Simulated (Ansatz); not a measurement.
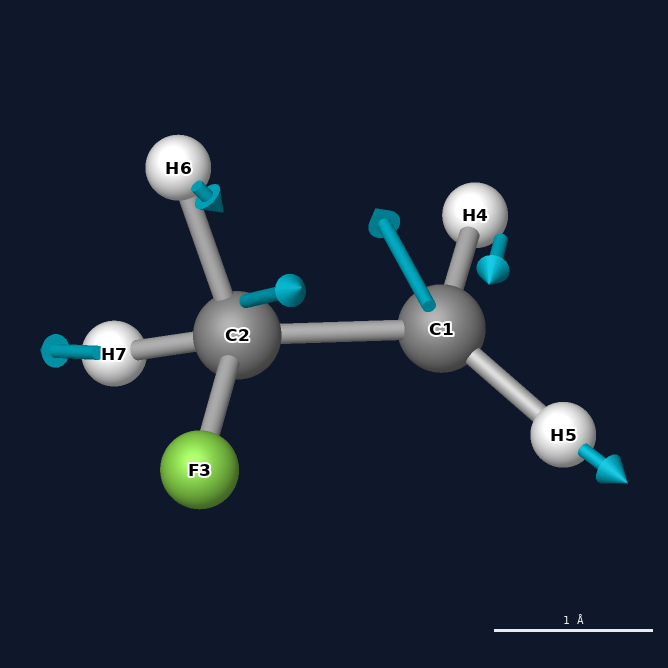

Arrows show the forces on the atoms, 0.3 Å of arrow for 1 eV/Å; forces under a tenth of the largest aren't drawn. Charge +1, singlet. Level of theory: SPW92 (LDA)/def2-TZVPP (Ansatz 0.2.0).

On which atom is the force largest, and how large is it?

On C1: 3.73 eV/Å.

List the force components in the frame of the picture (x right, y up, z towards the viewer), in eV/Å.

```
atom     Fx     Fy     Fz
  C1  −1.14   2.08  −2.88
  C2   1.19   0.28   2.76
  F3  −0.08  −0.17   0.23
  H4  −0.26  −0.96   1.48
  H5   0.95  −0.71   0.77
  H6   0.57  −0.57  −0.45
  H7  −1.23   0.06  −1.91
```
